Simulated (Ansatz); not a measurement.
# The cluster Ti2N2: a spread of methods and bases

How do the results and run time of the cluster Ti2N2 respond when the settings are drawn wide?

Program: Ansatz 0.2.0, Gaussian basis. Level of theory: the settings change from run to run. These are calculated values, not measurements.

1 further run of the same task is left out (set aside as unsound or not needed).

### 1 The geometry

The geometry comes from an earlier relaxation with r2SCAN-D4/def2-SVP; it is a stationary point.

4 atoms, charge 0, spin multiplicity 1.

Atoms are counted from 1 here; the program's logs count them from 0.

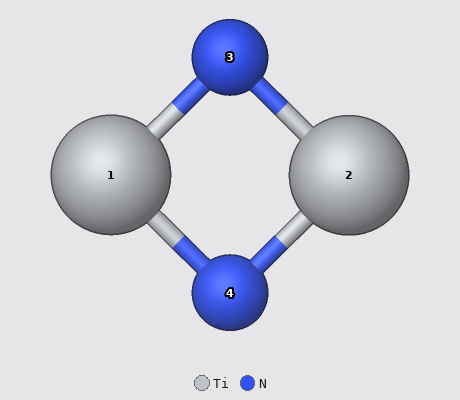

The structure; titanium light grey, nitrogen blue; atoms are numbered from 1 in the order of the file.

As a file:

| atom | x (Å) | y (Å) | z (Å) |
| --- | --- | --- | --- |
| Ti1 | 2.4237 | -1.7575 | -1.1490 |
| Ti2 | 0.6553 | -0.0793 | -0.5611 |
| N3 | 0.6627 | -1.6995 | -1.2625 |
| N4 | 2.4175 | -0.1298 | -0.4652 |

### 2 r2SCAN50/6-31G*

This run has charge -1, multiplicity 2, atoms shaken by 0.08 Å, D4 dispersion.

Contents of in.yaml:

```yaml
crystal:
  periodic: [false, false, false]
  atoms:
    - {symbol: Ti, position_ang: [2.387456, -1.645833, -1.253382]}
    - {symbol: Ti, position_ang: [0.538171, -0.073520, -0.640561]}
    - {symbol: N, position_ang: [0.742683, -1.825531, -1.128133]}
    - {symbol: N, position_ang: [2.428616, -0.055603, -0.439440]}
basis:
  gaussian: {orbitals: "6-31G*"}
total_charge: -1
magnetization: {spin_polarized: true, initial_magnetization: 1}
hamiltonian: {xc: {name: r2SCAN50}, dispersion: d4}
scf: {omitted_lower_state_checks: [starts]}
```

Started as:

```sh
$ ansatz run in.yaml --threads 4 --pin off --events-out ev --progress --plain --max-ram 3916MiB
```

Output:

```text
Functional definition: r2SCAN50
  name "r2SCAN50"
  cite "Bursch, Neugebauer, Ehlert & Grimme, J. Chem. Phys. 156, 134105 (2022) doi:10.1063/5.0086040"
  cite "Furness, Kaplan, Ning, Perdew & Sun, J. Phys. Chem. Lett. 11, 8208 (2020) doi:10.1021/acs.jpclett.0c02405"
  cite "Furness, Kaplan, Ning, Perdew & Sun, J. Phys. Chem. Lett. 11, 9248 (2020) doi:10.1021/acs.jpclett.0c03077"
  parent r2scan
  parameter a = 0.5
  parameter k0 = 0.174
  parameter k1 = 0.065
  parameter a1 = 4.9479
  exchange = (1 - a)*r2scan_x(k0 = k0, k1 = k1, a1 = a1) + a*exact_x
  correlation = r2scan_c
these checks for a lower state are left out or cut short: starts
1013 factors; integrals over basis functions are off by at most 1.0e-3 eV
mean field evaluation 1: about -49181.3056 eV, gradient 5.7e1 eV
mean field evaluation 2: about -48851.2349 eV, gradient 3.1e2 eV
mean field evaluation 4: about -49184.7127 eV, gradient 5.9e1 eV
mean field evaluation 8: about -49198.0843 eV, gradient 1.5e0 eV
mean field evaluation 16: about -49198.8386 eV, gradient 4.4e-2 eV
mean field -49198.83881399 eV, -1808.0239782433 hartree, gradient 2.1e-5 eV, S^2 1.628220; 0 other end points of the search recorded, 0 dependent functions left out
reference -49198.83883230 eV, -1808.0239789165 hartree; 30, 29 occupied and 72, 73 virtual orbitals, 1013 factors
Total energy: -49198.88644258 eV, -1808.0257285619 hartree
Checks for a lower state left out: starts
```

It took 15 s on 4 threads of Arm Neoverse V2, shared host.

⟨S²⟩ 1.628. The spin excess of 0.88 shows a contaminated determinant.

### 3 wB97X-V/pcseg-2

Options: charge +1, multiplicity 2, a point charge of 1.00 e beside it.

Contents of in.yaml:

```yaml
crystal:
  periodic: [false, false, false]
  atoms:
    - {symbol: Ti, position_ang: [2.423678, -1.757488, -1.148999]}
    - {symbol: Ti, position_ang: [0.655286, -0.079260, -0.561072]}
    - {symbol: N, position_ang: [0.662745, -1.699474, -1.262461]}
    - {symbol: N, position_ang: [2.417491, -0.129777, -0.465168]}
basis:
  gaussian: {orbitals: pcseg-2, point_charges: [{charge: 1.00, position_ang: [7.014, 0.883, 0.978]}]}
total_charge: 1
magnetization: {spin_polarized: true, initial_magnetization: 1}
hamiltonian: {xc: {name: wB97X-V}}
scf: {omitted_lower_state_checks: [starts]}
output: {forces: true}
```

The command is unchanged.

Output, shortened:

```text
Functional definition: wB97X-V
  name "wB97X-V"
  cite "Mardirossian & Head-Gordon, Phys. Chem. Chem. Phys. 16, 9904 (2014) doi:10.1039/C3CP54374A"
  cite "Becke, J. Chem. Phys. 107, 8554 (1997) doi:10.1063/1.475007"
  cite "Vydrov & Van Voorhis, J. Chem. Phys. 133, 244103 (2010) doi:10.1063/1.3521275"
[...]
      + integral(e_c_pw_opposite_spin*poly(b97_u_opposite, cos0, cos1)) + vv10(b, c)
[...]
1276 factors; their error is unknown
200 factors; integrals over basis functions are off by at most 2.2e-5 eV
[...]
mean field -49195.44262990 eV, -1807.8991707801 hartree, gradient 1.4e-5 eV, S^2 0.760255; 0 other end points of the search recorded, 0 dependent functions left out
[...]
reference -49195.44262928 eV, -1807.8991707572 hartree; 29, 28 occupied and 143, 144 virtual orbitals, 1276 factors
Total energy: -49195.44262928 eV, -1807.8991707572 hartree
Atom 0 at     2.423678    -1.757488    -1.148999 Å, force     1.377389    -2.037306    -0.843158 eV/Å
Atom 1 at     0.655286    -0.079260    -0.561072 Å, force     0.714612    -1.270692    -0.569576 eV/Å
Atom 2 at     0.662745    -1.699474    -1.262461 Å, force    -0.694563     2.162432     0.921398 eV/Å
Atom 3 at     2.417491    -0.129777    -0.465168 Å, force    -1.577336     1.007535     0.399683 eV/Å
Dipole moment:    -0.367578     0.061667    -0.009603 e Å
Checks for a lower state left out: starts
```

Run time: 44 s. Hardware: 4 threads of Arm Neoverse V2, shared host; peak memory 1.1 GiB.

Largest force 2.600 eV/Å, ⟨S²⟩ 0.760.

### 4 revPBE/STO-3G

This run has finite nuclei, relativity set to scalar, the search for lower states set to off.

Contents of in.yaml:

```yaml
crystal:
  periodic: [false, false, false]
  atoms:
    - {symbol: Ti, position_ang: [2.423678, -1.757488, -1.148999]}
    - {symbol: Ti, position_ang: [0.655286, -0.079260, -0.561072]}
    - {symbol: N, position_ang: [0.662745, -1.699474, -1.262461]}
    - {symbol: N, position_ang: [2.417491, -0.129777, -0.465168]}
basis:
  gaussian: {orbitals: STO-3G, nuclear_model: gaussian}
hamiltonian: {xc: {name: revPBE}, pseudopotentials: {relativity: scalar}}
scf: {lower_state_search: off}
output: {forces: true}
```

Same command.

Output, shortened:

```text
Functional definition: revPBE
  name "revPBE"
  cite "Zhang & Yang, Phys. Rev. Lett. 80, 890 (1998) doi:10.1103/PhysRevLett.80.890"
  cite "Perdew, Burke & Ernzerhof, Phys. Rev. Lett. 77, 3865 (1996) doi:10.1103/PhysRevLett.77.3865"
[...]
633 factors; integrals over basis functions are off by at most 1.3e-4 eV
[...]
mean field -48879.91437038 eV, -1796.3037211156 hartree, gradient 1.5e-6 eV, S^2 0.000000; 0 other end points of the search recorded, 0 dependent functions left out
[...]
reference -48879.91439993 eV, -1796.3037222015 hartree; 29, 29 occupied and 17, 17 virtual orbitals, 633 factors
Total energy: -48879.91439993 eV, -1796.3037222015 hartree
Relativity: scalar
Atom 0 at     2.423678    -1.757488    -1.148999 Å, force     2.197192    -2.088714    -0.723874 eV/Å
Atom 1 at     0.655286    -0.079260    -0.561072 Å, force    -2.198186     2.082871     0.737565 eV/Å
Atom 2 at     0.662745    -1.699474    -1.262461 Å, force    -1.963829    -1.754411    -0.899431 eV/Å
Atom 3 at     2.417491    -0.129777    -0.465168 Å, force     1.964823     1.760254     0.885741 eV/Å
Dipole moment:    -0.000422    -0.002482     0.005816 e Å
Checks for a lower state left out: stability, starts, cluster_reference, orbital_swaps, neighbouring_geometries, increment
```

It took 0.55 s on 4 threads of Arm Neoverse V2, shared host.

Largest force 3.117 eV/Å, dipole 0.03 D.

### 5 The runs in one table

| level | charge | multiplicity | geometry | functions | energy (eV) | time |
| --- | --- | --- | --- | --- | --- | --- |
| r2SCAN50/6-31G* | -1 | 2 | shaken | 102 | -49198.886 | 15 s |
| wB97X-V/pcseg-2 | 1 | 2 | relaxed, point charge | 172 | -49195.443 | 44 s |
| revPBE/STO-3G | 0 | 1 | relaxed | 46 | -48879.914 | 0.55 s |

### 6 Outcome

```
quantity                  value
    runs                      3
quickest  revPBE/STO-3G, 0.55 s
 slowest  wB97X-V/pcseg-2, 44 s
```

What this shows: The runs differ in state or geometry as well as level, so their energies can't be set against each other. Run time spans a factor of 80, from revPBE/STO-3G to wB97X-V/pcseg-2. The jobs differ in tasks and options as well as level. At the r2SCAN-D4/def2-SVP geometry and in the same state, runs without warnings or point charges leave forces up to 3.12 eV/Å (revPBE/STO-3G).
